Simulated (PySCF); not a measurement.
Consider C₃H₇GaO (SMILES C=[CH][GaH][O]C).

```tsv
atom	x (Å)	y (Å)	z (Å)
C	2.9399	-0.0105	-0.0848
C	1.7294	0.5237	-0.0241
Ga	0.1498	-0.7169	0.0762
O	-1.4171	-0.0470	0.1571
C	-2.7848	0.2887	0.2489
H	3.0736	-1.0867	-0.0829
H	3.8469	0.5775	-0.1382
H	1.5942	1.6029	-0.0258
H	0.3061	-2.2785	0.0905
H	-2.8958	1.2091	0.8275
H	-3.3454	-0.5095	0.7401
H	-3.1956	0.4464	-0.7515
```

Geometry: GFN2-xTB.

The calculation used wB97X-D/def2-SVPD, SCF density, gas phase in PySCF 2.14.0.

Predict the electron density and electron localisation function between the atoms.

C–C (1.32 Å): the density is about 2.3 e/Å³ at the midpoint; the ELF peaks at about 0.90 between the atoms: a short, multiple covalent bond.
C–O (1.41 Å): ρ at the midpoint is about 2 e/Å³, with its minimum of 1.6 e/Å³ about 0.5 Å from C; the ELF peaks at about 0.90 between the atoms (a polar covalent bond).
Ga–O (1.71 Å): the density is about 0.96 e/Å³ at the midpoint; the ELF peaks at about 0.80 in the valence shell of O, 0.6 Å from its nucleus, and is about 0.15 at the midpoint.
C–Ga (2.01 Å): ρ is about 0.75 e/Å³ halfway; the ELF peaks at about 0.95 in the valence shell of C, 0.7 Å from its nucleus, and is about 0.60 at the midpoint.

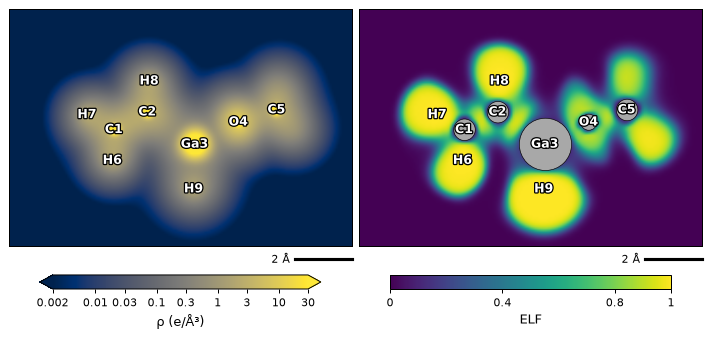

Computed electron density and electron localisation function on the plane of atoms C2, Ga3 and H9, in this order. Grey discs cover the atomic cores in the ELF map. 
